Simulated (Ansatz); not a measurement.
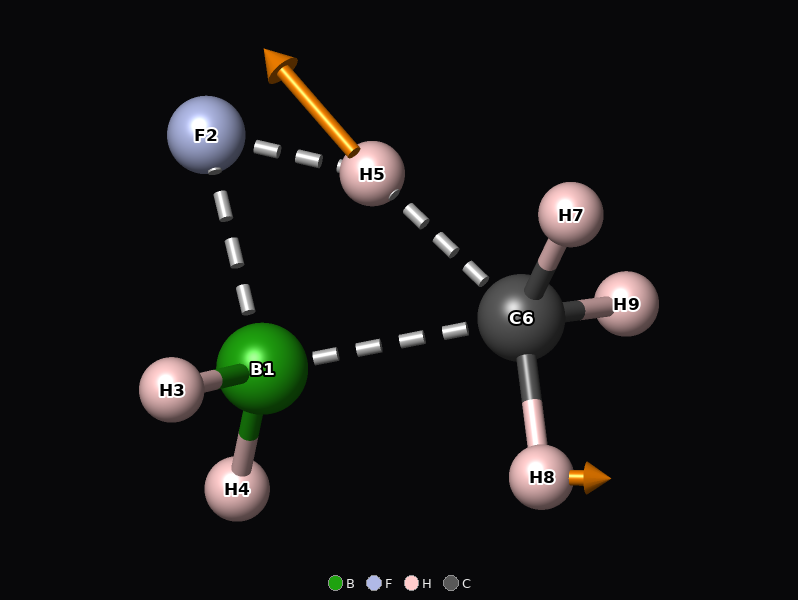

The arrows show one normal mode. Broken sticks mark bonds that form or break. Harmonic vibrations computed with RKS PBE0-D4/def2-TZVP (Ansatz 0.2.0) at a stationary point of the same level. It is a saddle point of order 1.

At what wavenumber does it lie?

Answer. 1113i cm⁻¹; it is mode 1 of 21 counted from the lowest. It is the reaction coordinate: B1–C6 forms (1.71 Å), F2–H5 forms (1.13 Å), B1–F2 breaks (1.64 Å), H5–C6 breaks (1.42 Å), or the reverse.
